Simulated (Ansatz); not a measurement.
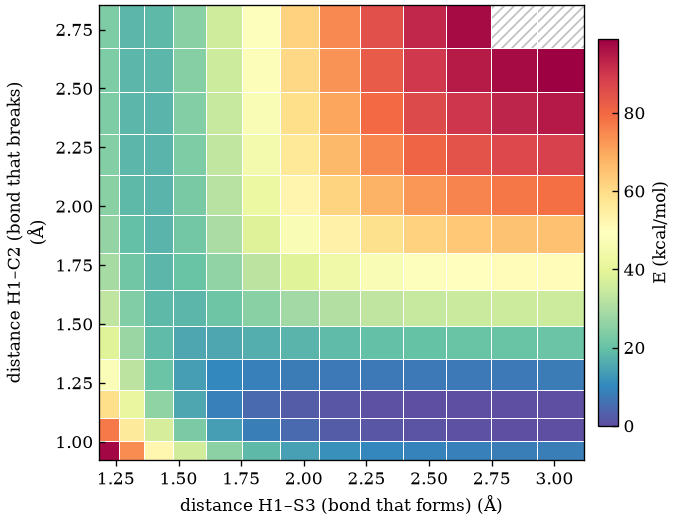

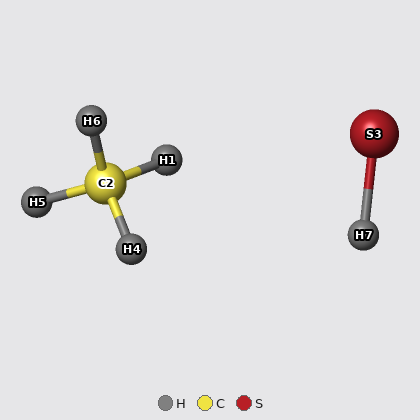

Energy landscape of the reacting system CH₅S (fragments CH₄ + HS where the first distance is long, H₂S + CH₃ where the second is long), spin multiplicity 2. First axis: distance H1–S3 (bond that forms). Second axis: distance H1–C2 (bond that breaks). Relaxed at each point: all other coordinates. The grid has 13 × 13 points. At 2 points there is no value. Points are written as (first, second). Energies are in kcal/mol, from the lowest grid point. In part of the range the unrestricted reference is strongly spin-contaminated. These are results of UKS B3LYP-D4/def2-SVP (Ansatz 0.2.0), not measurements.

The picture shows one coloured cell a grid point, hatched blanks where no value was computed. The second picture is the structure at the lowest point.

Question: Summarise what can be read from the map.

Answer: The lowest grid point is at (2.838 Å, 1.155 Å). Other grid points that lie below all their neighbours: (1.416 Å, 2.047 Å) (18 kcal/mol higher). The highest grid point, (3.024 Å, 2.577 Å), lies 99 kcal/mol above the lowest.

Grid values (kcal/mol):

```tsv
second ↓, first →	1.224	1.305	1.416	1.542	1.680	1.827	1.981	2.142	2.308	2.480	2.657	2.838	3.024
2.763	23	18	18	25	36	49	62	75	85	93	97	–	–
2.577	23	18	18	24	35	48	61	73	83	90	95	97	99
2.396	24	18	18	24	34	47	59	71	80	86	90	93	95
2.219	24	18	18	23	33	45	57	67	75	81	84	87	88
2.047	25	19	18	23	32	42	53	62	68	73	76	77	79
1.881	27	20	18	22	30	38	47	54	59	62	64	65	66
1.720	29	21	18	20	26	33	39	44	47	49	50	51	51
1.566	33	24	18	18	21	25	29	31	33	34	35	35	36
1.419	39	27	19	15	15	16	18	19	19	20	20	20	21
1.281	47	33	21	14	10	9	8	8	8	8	8	8	8
1.155	59	41	26	15	9	5	3	1	1	0	0	0	0
1.044	77	56	37	23	14	8	5	3	1	1	0	0	0
0.963	97	74	52	36	25	19	14	12	10	9	9	8	8
```

Each point was launched as `ansatz run input.yaml --threads 1 --pin off --max-ram 2560MiB --backend cpu --events-out ev --progress --plain --runs-dir out`. The whole map (167 points run) took 51 min on 1 thread of Arm Neoverse V1, on a shared host.
